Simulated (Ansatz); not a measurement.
Polymorphs of Os

6 relaxations of Os ended in 4 distinct structures. Calculation: r2SCAN (plane waves to 500 eV, PAW, scalar-relativistic; Ansatz, a program for electronic structure).

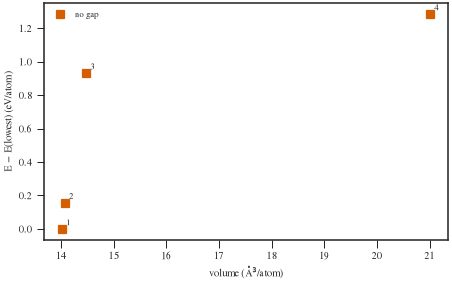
Fig. 1. Energy against volume of the distinct structures, numbered as in the table

| # | space group | Pearson | type | E − E(lowest) (eV/atom) | V (Å³/atom) | coordination | runs ending here |
|---|---|---|---|---|---|---|---|
| 1 | P6₃/mmc | hP2 | hcp (Mg type) | 0.00 | 14.02 | Os 12 (anticuboctahedral) | 1 |
| 2 | Fm-3m | cF4 | fcc (Cu type) | 0.16 | 14.08 | Os 12 (cuboctahedral) | 3 |
| 3 | Im-3m | cI2 | bcc (W type) | 0.93 | 14.48 | Os 8 (cubic)+6 | 1 |
| 4 | Fd-3m | cF8 | diamond type | 1.28 | 21.01 | Os 4 (tetrahedral) | 1 |

Coordination numbers (neighbours up to the widest gap in distance over summed covalent radii, below 1.35; n+m marks a second, longer set). All are gapless at this level. P6₃/mmc, hP2, hcp (Mg type) is the lowest of the structures calculated here.

```cif
data_Os2
_chemical_formula_sum 'Os2'
_space_group_name_H-M_alt 'P63/mmc'
_space_group_IT_number 194
_space_group_name_Hall '-P 6c 2c'
_cell_length_a 2.73887
_cell_length_b 2.73887
_cell_length_c 4.31684
_cell_angle_alpha 90.000
_cell_angle_beta 90.000
_cell_angle_gamma 120.000
loop_
_atom_site_label
_atom_site_type_symbol
_atom_site_symmetry_multiplicity
_atom_site_Wyckoff_symbol
_atom_site_fract_x
_atom_site_fract_y
_atom_site_fract_z
_atom_site_occupancy
Os1 Os 2 d 0.66667 0.33333 0.25000 1
```

Each run could gain symmetry but not lose that of its start, so entries can be saddle points. From databases, or of a type measured for this composition: P6₃/mmc, hP2, hcp (Mg type); Fm-3m, cF4, fcc (Cu type); the others are generated cells (placed on structure types, drawn at random, substituted or restacked) that were not matched to a known phase here. Energies are at zero temperature and pressure, without zero-point motion. No spin polarisation in the result.
